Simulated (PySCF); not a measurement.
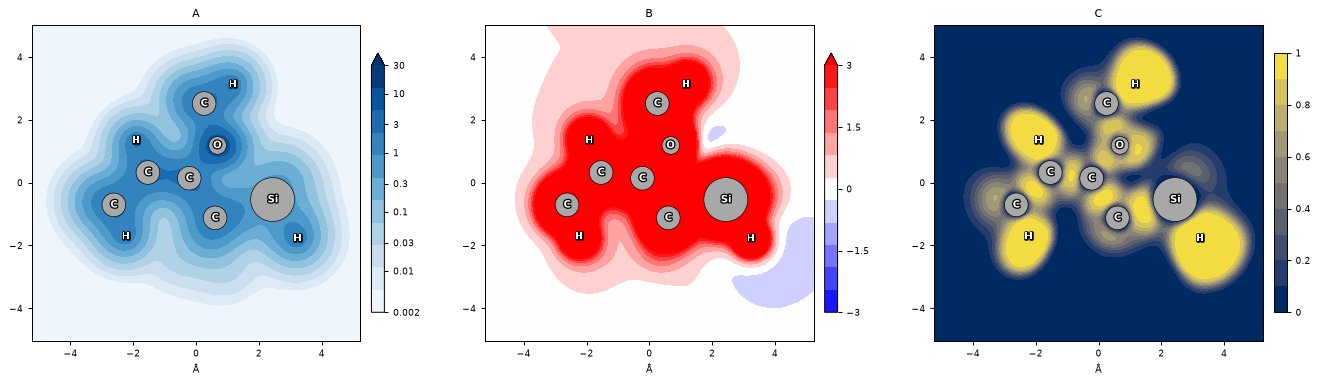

C₇H₁₆OSi (SMILES C/C=C(/OC)C(C)(C)[SiH3]): 3 fields on the plane of atoms C2, C3 and C6, with unlabelled colour scales. Grey discs cover the atomic cores.

Geometry: GFN2-xTB.

These are results of PBE0/pcSseg-1, SCF density, gas phase, non-relativistic in PySCF 2.14.0, not measurements.

Which field does each panel show? The fields are: electron density, electron localisation function and electrostatic potential.

Answer. Panel A: electron density. Panel B: electrostatic potential (strongly positive close to the atoms and fading to about zero outside). Panel C: electron localisation function. From the grid: C–C (1.33 Å): ρ at the midpoint is about 2.3 e/Å³; the ELF peaks at about 0.90 between the atoms; a multiple bond. C–O (1.38 Å): the density is about 2.2 e/Å³ at the midpoint, with its minimum of 1.9 e/Å³ about 0.5 Å from C; the ELF peaks at about 0.90 between the atoms (a shared but strongly polarised pair).
